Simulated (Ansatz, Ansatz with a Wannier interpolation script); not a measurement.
## From a coarse GW mesh to bands everywhere: Cs2PdCl4 (P4/mmm)

G0W0 gives levels on a mesh alone; what do the bands of Cs2PdCl4 (P4/mmm) look like between the points?

Program: Ansatz 0.2.0. Level of theory: LDA, Wannier functions and G0W0, plane waves, PAW. Results are calculated unless marked as measured.

## (1) The starting structure

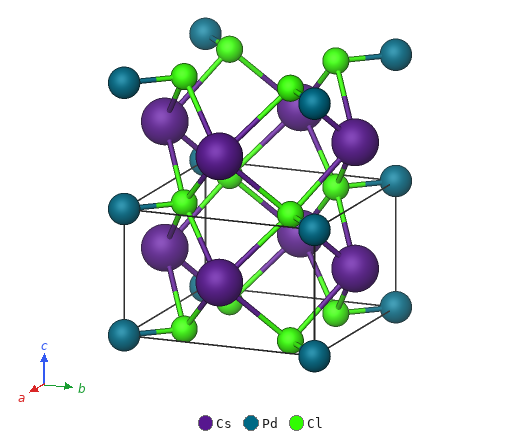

The cell as given, slightly off an axis (caesium purple, palladium blue, chlorine green). 1×1×2 cells are drawn. Some periodic images of atoms are drawn too.

The cell and positions come from the Crystallography Open Database and are kept as given unless a step says otherwise. Spin-orbit coupling is left out unless a step names it. The default PAW set here is soft_2. Its files were made with PBE.

## (2) LDA bands

Levels along a band path, at the cheap level, show where the edges lie and whether the meshes to come will hold them.

This step: DFT, LDA, plane waves, PAW.

Input file input.yaml:

```yaml
crystal:
  lattice:
    - [7.4158, 0.0, 0.0]
    - [0.0, 7.4158, 0.0]
    - [0.0, 0.0, 4.6792]
  atoms:
    - { symbol: Cs, position: [0.0, 0.5, 0.5] }
    - { symbol: Cs, position: [0.5, 0.0, 0.5] }
    - { symbol: Pd, position: [0.0, 0.0, 0.0] }
    - { symbol: Cl, position: [0.221, 0.221, 0.0] }
    - { symbol: Cl, position: [0.779, 0.221, 0.0] }
    - { symbol: Cl, position: [0.779, 0.779, 0.0] }
    - { symbol: Cl, position: [0.221, 0.779, 0.0] }
kpoints:
  mp_grid: { grid: [2, 2, 4] }
  band_path:
    path:
      - [[0.0, 0.0, 0.0], [0.0, 0.5, 0.0], [0.5, 0.5, 0.0], [0.0, 0.0, 0.0], [0.0, 0.0, 0.5], [0.0, 0.5, 0.5], [0.5, 0.5, 0.5], [0.0, 0.0, 0.5]]
      - [[0.0, 0.5, 0.0], [0.0, 0.5, 0.5]]
      - [[0.5, 0.5, 0.0], [0.5, 0.5, 0.5]]
    npoints: 10
hamiltonian:
  xc: lda
scf:
  occupations: { method: fermi_dirac, width: 0.02 }
  n_extra_bands: 136
output:
  eigenvalues: true
  fatbands: true
  write_density: true
  write_potential: true
  elf: true
  volumetric_format: npy
```

Launch:

```sh
$ ansatz run input.yaml --threads 12 --pin off --max-ram 22118MiB --backend cpu --events-out ev --progress --plain --runs-dir out
```

Numbers of over 12 decimals in the logs are rounded to 6 here.

Log:

```text
scf.n_extra_bands = 136 over 32 filled bands (N_el = 64.0): the run solves 168 bands
Engine: ansatz 0.2.0, aarch64-unknown-linux-gnu
Pseudopotentials: kind: paw
Pseudopotential: Cs, paw, valence charge 9, recommended cutoff 420 eV (normal), Cs.paw.azcp
Pseudopotential: Pd, paw, valence charge 18, recommended cutoff 420 eV (normal), Pd.paw.azcp
Pseudopotential: Cl, paw, valence charge 7, recommended cutoff 420 eV (normal), Cl.paw.azcp
Functional definition: SPW92
  exchange = slater_x
  correlation = pw_c
Crystal: 7 atoms, lattice volume = 257.328 Å³
Basis set: ecut = 420 eV, 5047 PW (Γ)
Bands: 168, of which v1, the nominal top of the filled ones, is band 32 counted from 1 (31 counted from 0)
Symmetry: 16 space group operations
Space group: P4/mmm (ITA 123), of the structure as read, at distance tolerance 6.4e-5 Å
k-points: 9 of 16
Non-local potential: Cs, projectors of the file, l = 0: 3, l = 1: 2, l = 2: 2, l = 3: 2
Non-local potential: Pd, projectors of the file, l = 0: 2, l = 1: 2, l = 2: 2, l = 3: 1
Non-local potential: Cl, projectors of the file, l = 0: 2, l = 1: 2, l = 2: 2
PAW form: soft (Blöchl's): semilocal exchange-correlation on the pseudo side does not see the compensation charge
PAW frozen core: Cs, regenerated for the run's functional, and the local potential with it (the file was generated under x = pbe(κ = 0.804, μ = 0.219515), c = pbe(β = 0.066725))
PAW frozen core: Pd, regenerated for the run's functional, and the local potential with it (the file was generated under x = pbe(κ = 0.804, μ = 0.219515), c = pbe(β = 0.066725))
PAW frozen core: Cl, regenerated for the run's functional, and the local potential with it (the file was generated under x = pbe(κ = 0.804, μ = 0.219515), c = pbe(β = 0.066725))
PAW one-centre angular grid: Cs, 194 points (default); XC on 64 Gauss nodes
PAW one-centre angular grid: Pd, 590 points (default); XC on 64 Gauss nodes
PAW one-centre angular grid: Cl, 110 points (default); XC on 64 Gauss nodes
Initial density: superposition of atomic densities (neutral atoms: chi_scale 0, normalization atom), corrected by the library's trained network
Initial wavefunctions: pseudopotential atomic-orbital guess
Functional: x = slater, c = lda
SCF iter   1: F=—  HF=-22040.378771 eV  |F-HF|=—  |Δ(HF+E_count)|=         —  Δρ=5.62e-3  dr2=7.56e-2  ethr=1.77e-3  ⟨swp⟩=5.9  Hψ=7902  notcnv=0  defer=504
preconditioner: auto → Resta (q_TF=auto, 2.164 Å⁻¹)  ε∞=1.5  [insulator: Δε(μ)=1.615 eV  Ē_g=24.682 eV  σ=0.020 eV  W_gap=1.00  n_scr=46 (ndim 8)  ℏωp=16.7 eV  f_vac=0.187  D(μ)=0.00/eV (n_scr^D=0)  ε∞_Penn≈1.5]
SCF iter   2: F=—  HF=-22040.356709 eV  |F-HF|=—  |Δ(HF+E_count)|=   2.21e-2  Δρ=2.38e-3  dr2=7.74e-3  ethr=1.18e-4  ⟨swp⟩=2.0  Hψ=1766  notcnv=0  defer=1040
SCF iter   3: F=—  HF=-22040.355581 eV  |F-HF|=—  |Δ(HF+E_count)|=   1.13e-3  Δρ=1.13e-3  dr2=3.54e-3  ethr=1.21e-5  ⟨swp⟩=2.0  Hψ=635  notcnv=0  defer=1142
SCF iter   4: F=—  HF=-22040.355371 eV  |F-HF|=—  |Δ(HF+E_count)|=   2.10e-4  Δρ=8.11e-4  dr2=2.40e-3  ethr=5.54e-6  ⟨swp⟩=2.0  Hψ=660  notcnv=0  defer=1142
SCF iter   5: F=—  HF=-22040.354984 eV  |F-HF|=—  |Δ(HF+E_count)|=   3.86e-4  Δρ=2.58e-4  dr2=2.50e-4  ethr=3.75e-6  ⟨swp⟩=2.0  Hψ=382  notcnv=0  defer=1142
SCF iter   6: F=—  HF=-22040.354953 eV  |F-HF|=—  |Δ(HF+E_count)|=   3.09e-5  Δρ=4.22e-5  dr2=5.11e-6  ethr=3.91e-7  ⟨swp⟩=2.0  Hψ=461  notcnv=0  defer=1142
SCF iter   7: F=—  HF=-22040.354769 eV  |F-HF|=—  |Δ(HF+E_count)|=   1.84e-4  Δρ=4.74e-6  dr2=6.85e-8  ethr=1.56e-10  ⟨swp⟩=13.7  Hψ=11857  notcnv=0
SCF iter   8: F=-22040.354769 eV  HF=-22040.354769 eV  |F-HF|=2.32e-9  |Δ(HF+E_count)|=   3.78e-8  Δρ=1.41e-6  dr2=7.44e-9  ethr=1.07e-10  ⟨swp⟩=1.0  Hψ=2050  notcnv=0
SCF 1 converged in 8 iterations: F = -22040.354769 eV  dr2 = 7.44e-9
[...]
NSCF: frozen V_eff on 93 k-points
SCF converged after 8 iterations
Free energy (F): -22040.354769 eV
Harris-Foulkes:  -22040.354769 eV  (|F-HF|=2.32e-9)
Internal energy: -22040.354769 eV  (E = F + TS)
E sigma→0 (E₀):  -22040.354769 eV
Fermi energy:    2.897044 eV
--- Per-component energies (eV) ---
  E_band       = -652.317714
  E_kinetic    = 1440.515079
  E_local      = -6588.564696  (includes V_loc(G=0)·N_el)
  E_nonlocal   = 409.604125
  E_hartree    = 2702.527380
  E_xc         = -935.134062
  E_vxc        = -948.026628  (∫ρ·V_xc dr)
  E_paw        = -15929.532667  (= ΣΔE_a)
  E_vpaw       = -370.906140  (= ΣTr[D̂ρ^β])
  E_aug_tail   = 0.000592  (compensation charges beyond the density's cutoff)
  E_ewald      = -3141.754333
  E_core_change = 1.983813  (= ΣΔE_core)
  E_smearing   = -0.000000  (= −TS)
  E_closure    = 0.000000  (closes the sum)
  Σ components = -22040.354769   (vs F -22040.354769, Δ=0.00e0)
--- Band table (eV; the first three rows and the last of 9) ---
  k-point 0: bands = [... 28 lower, 1.4624, 1.5518, 1.9962, 1.9962, 4.2370, 5.8617, 7.1605, 8.0651, ... 132 higher]
  k-point 1: bands = [... 28 lower, 1.6838, 1.7122, 2.0139, 2.0139, 4.2452, 6.5007, 7.0294, 8.1500, ... 132 higher]
  k-point 2: bands = [... 28 lower, 1.8863, 1.8937, 2.0346, 2.0346, 4.2534, 6.3095, 7.7402, 8.0782, ... 132 higher]
  k-point 8: bands = [... 28 lower, 1.8218, 1.8785, 1.8785, 1.9322, 3.7320, 7.2657, 8.7451, 8.7451, ... 132 higher]
```

The job ended after 31 s (12 threads of Arm Neoverse V1, shared host; peak memory 3.3 GiB).

This step gave:

```yaml
filled_bands: 32
gap: 1.634 eV
valence_top_at: M
conduction_bottom_at: M
least_direct_gap: 1.634 eV
```

The gap is direct, at (0.500, 0.500, 0.000).

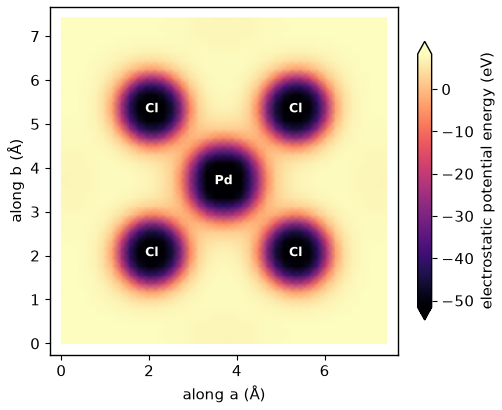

Electrostatic potential energy in the ab plane at fractional z = 0.000, with atoms of Pd and Cl within 0.2 Å of it. With pseudopotentials it is smooth inside the atoms' cores, unlike the true potential. The map starts off the cell's origin, so that atoms lie inside it.

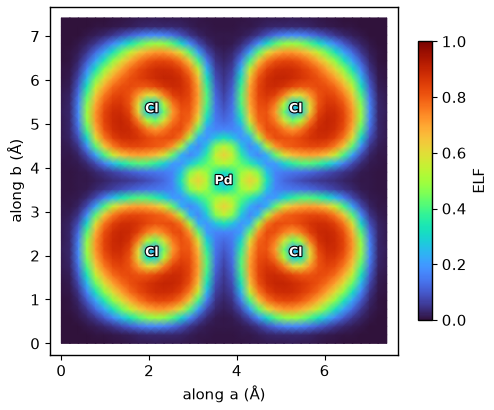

ELF in the ab plane at fractional z = 0.000, with atoms of Pd and Cl within 0.2 Å of it. It is the smooth field of the valence electrons, not physical close to the nuclei. The map starts off the cell's origin, so that atoms lie inside it.

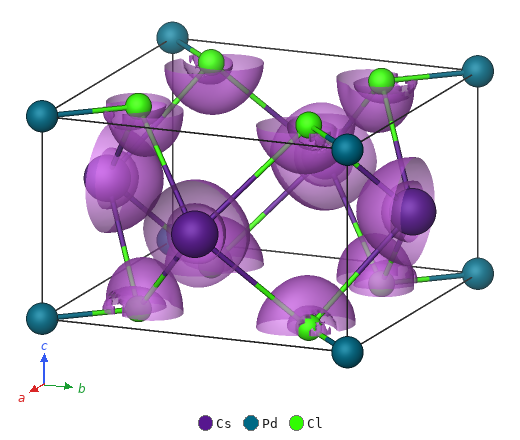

Surface of ELF = 0.82.

## (3) Wannier functions (Cl:3p Pd:4d) on 4×4×8

Localised functions give a small Hamiltonian that interpolates between mesh points at no cost.

This step: maximally localised Wannier functions, LDA, plane waves, PAW.

input.yaml, the sections that differ from step 2:

```yaml
kpoints:
  mp_grid: { grid: [2, 2, 4] }
scf:
  occupations: { method: fixed }
  n_extra_bands: 136
output:
  wannier:
    kmesh: [4, 4, 8]
    projections: [{ species: Cl, l: p, shell: 3 }, { species: Pd, l: d, shell: 4 }]
    minimise: true
    write_hr: true
    seedname: w
    conv_tol: 1.0e-07
    max_iter: 4000
    disentanglement:
      window: [-2.36, 7.21]
      frozen_window: [-2.36, 4.21]
      conv_tol: 1.0e-08
# crystal, hamiltonian: as in step 2
```

Log:

```text
[...]
Crystal: 7 atoms, lattice volume = 257.328 Å³
Basis set: ecut = 420 eV, 5047 PW (Γ)
Bands: 168, of which v1, the nominal top of the filled ones, is band 32 counted from 1 (31 counted from 0)
Symmetry: 16 space group operations
[...]
k-points: 9 of 16
[...]
SCF iter   1: F=—  HF=-22040.379031 eV  |F-HF|=—  |Δ(HF+E_count)|=         —  Δρ=5.63e-3  dr2=7.59e-2  ethr=1.77e-3  ⟨swp⟩=4.8  Hψ=5373  notcnv=0  defer=1196
[...]
SCF iter   8: F=-22040.354769 eV  HF=-22040.354769 eV  |F-HF|=2.55e-9  |Δ(HF+E_count)|=   4.49e-8  Δρ=1.43e-6  dr2=7.77e-9  ethr=1.02e-10  ⟨swp⟩=1.4  Hψ=2484  notcnv=0
SCF 1 converged in 8 iterations: F = -22040.354769 eV  dr2 = 7.77e-9
[...]
NSCF: frozen V_eff on 34 k-points
the Wannier pass solved 34 of the 128 points of its mesh, and has the states at the others by symmetry: states obtained by the crystal's operations at points that were solved too leave a residual of 6.53e-13 eV (read by the count's bands and the next), within 6.67e-6 eV
SCF converged after 8 iterations
Free energy (F): -22040.354769 eV
[...]
Internal energy: -22040.354769 eV  (E = F + TS)
E sigma→0 (E₀):  -22040.354769 eV
Fermi energy:    2.077811 eV
[...]
--- Band table (eV; the first three rows and the last of 9) ---
  k-point 0: bands = [... 28 lower, 1.4624, 1.5518, 1.9962, 1.9962, 4.2370, 5.8617, 7.1605, 8.0651, ... 132 higher]
  k-point 1: bands = [... 28 lower, 1.6838, 1.7122, 2.0139, 2.0139, 4.2452, 6.5007, 7.0294, 8.1500, ... 132 higher]
  k-point 2: bands = [... 28 lower, 1.8863, 1.8937, 2.0346, 2.0346, 4.2534, 6.3095, 7.7402, 8.0782, ... 132 higher]
  k-point 8: bands = [... 28 lower, 1.8218, 1.8785, 1.8785, 1.9322, 3.7320, 7.2657, 8.7451, 8.7451, ... 132 higher]
Wannier search: line search 1 of at most 4000: gauge-dependent spread (as the search counts it) 0.4256859 Å², largest recent change 1.5e-1 Å² and fall left 7.1e-6 Å² against conv_tol 1.0e-7 Å², 0 stops escaped
```

Run time: 32 s. Hardware: 12 threads; peak memory 3 GiB.

w.win, one line in 2:

```text
! ansatz wannier90 interface
! states of the run's bands (counted from 1): 1-35
num_wann  = 17
conv_tol = 1e-7
dis_win_min = -2.36
dis_froz_min = -2.36
dis_num_iter = 10000
guiding_centres = true

Ang
                      0.0                   7.4158                      0.0
end unit_cell_cart
begin atoms_frac
Cs                       0.5                      0.0                      0.5
Cl                     0.221                    0.221                      0.0
Cl                     0.779                    0.779                      0.0
end atoms_frac
mp_grid = 4 4 8
```

This step gave:

```yaml
gauge_invariant_spread: 25.06 Å²
diagonal_spread: 1.25e-4 Å²
off_diagonal_spread: 0.4254 Å²
total_spread: 25.48 Å²
least_projectability: 0.8024
localisation_steps: 7
disentanglement_steps: 3
r_m_s_interpolation_error: 4.25e-5 eV
r_m_s_error_near_the_gap: 5.29e-5 eV
```

Near the gap the model misses directly solved bands by 0.1 meV r.m.s. and by 1 meV at most in the window tested. This tests the starting bands, not the corrections carried with them.

Wannier functions, by row:

| function | x (Å) | y (Å) | z (Å) | spread (Å²) | nearest atom | distance (Å) |
| --- | --- | --- | --- | --- | --- | --- |
| 1 | 1.63 | 1.63 | 0 | 1.788 | Cl4 | 0.013 |
| 2 | 1.674 | 1.589 | 0 | 1.671 | Cl4 | 0.061 |
| 3 | 1.589 | 1.674 | 0 | 1.671 | Cl4 | 0.061 |
| 4 | 5.786 | 1.63 | 0 | 1.788 | Cl5 | 0.013 |
| 5 | 5.741 | 1.589 | 0 | 1.671 | Cl5 | 0.061 |
| 6 | 5.827 | 1.674 | 0 | 1.671 | Cl5 | 0.061 |
| 7 | 5.786 | 5.786 | 0 | 1.788 | Cl6 | 0.013 |
| 8 | 5.741 | 5.827 | 0 | 1.671 | Cl6 | 0.061 |
| 9 | 5.827 | 5.741 | 0 | 1.671 | Cl6 | 0.061 |
| 10 | 1.63 | 5.786 | 0 | 1.788 | Cl7 | 0.013 |
| 11 | 1.674 | 5.827 | 0 | 1.671 | Cl7 | 0.061 |
| 12 | 1.589 | 5.741 | 0 | 1.671 | Cl7 | 0.061 |
| 13 | 0 | 0 | 0 | 1.101 | Pd3 | 0 |
| 14 | 0 | 0 | 0 | 0.882 | Pd3 | 0 |
| 15 | 0 | 0 | 0 | 0.882 | Pd3 | 0 |
| 16 | 0 | 0 | 0 | 0.943 | Pd3 | 0 |
| 17 | 0 | 0 | 0 | 1.156 | Pd3 | 0 |

Frozen up to 2.13 eV; above it the model need not follow the bands. The electronic bands at the labelled points (eV, zero at the valence-band top):

| point | band 29 | band 30 | band 31 | band 32 | band 33 |
| --- | --- | --- | --- | --- | --- |
| Γ | -0.62 | -0.53 | -0.08 | -0.08 | 2.16 |
| X | -0.56 | -0.33 | -0.05 | -0.04 | 1.96 |
| M | -0.52 | -0.09 | 0.00 | 0.00 | 1.63 |
| Γ | -0.62 | -0.53 | -0.08 | -0.08 | 2.16 |
| Z | -0.19 | -0.18 | -0.04 | -0.04 | 2.18 |
| R | -0.26 | -0.14 | -0.13 | -0.12 | 1.97 |
| A | -0.26 | -0.20 | -0.20 | -0.15 | 1.65 |
| Z | -0.19 | -0.18 | -0.04 | -0.04 | 2.18 |
| jump to X | -0.56 | -0.33 | -0.05 | -0.04 | 1.96 |
| R | -0.26 | -0.14 | -0.13 | -0.12 | 1.97 |
| jump to M | -0.52 | -0.09 | 0.00 | 0.00 | 1.63 |
| A | -0.26 | -0.20 | -0.20 | -0.15 | 1.65 |

The same for Kohn-Sham, solved directly:

| point | band 29 | band 30 | band 31 | band 32 | band 33 |
| --- | --- | --- | --- | --- | --- |
| Γ | -0.62 | -0.53 | -0.08 | -0.08 | 2.16 |
| X | -0.56 | -0.33 | -0.05 | -0.04 | 1.96 |
| M | -0.52 | -0.09 | 0.00 | 0.00 | 1.63 |
| Γ | -0.62 | -0.53 | -0.08 | -0.08 | 2.16 |
| Z | -0.19 | -0.18 | -0.04 | -0.04 | 2.18 |
| R | -0.26 | -0.14 | -0.13 | -0.12 | 1.97 |
| A | -0.26 | -0.20 | -0.20 | -0.15 | 1.65 |
| Z | -0.19 | -0.18 | -0.04 | -0.04 | 2.18 |
| X | -0.56 | -0.33 | -0.05 | -0.04 | 1.96 |
| R | -0.26 | -0.14 | -0.13 | -0.12 | 1.97 |
| M | -0.52 | -0.09 | 0.00 | 0.00 | 1.63 |
| A | -0.26 | -0.20 | -0.20 | -0.15 | 1.65 |

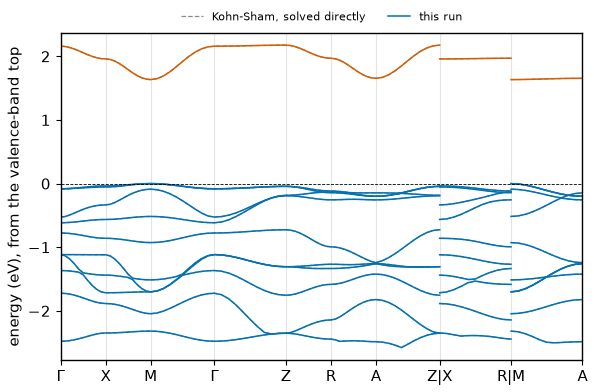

Electronic bands along the path; lines of filled and empty bands in two colours; dashed: Kohn-Sham, solved directly.

(Part 1 of 2 ends here.)

[Paths, hosts, dates, memory and timing lines, banners, echoed tables and standing remarks are left out of the program output.]

[Logs are printed without paths, hosts, clocks, repeated set-up lines and the standing remarks that a program may print on its own settings, such as how far it seeks lower states.]

[Runs of the session that timed out or met a known fault of the program may be left out.]

[Hosts, paths, dates, database ids (printed as entryN), source tags and the programs' standing remarks are cut or masked in the printed files.]
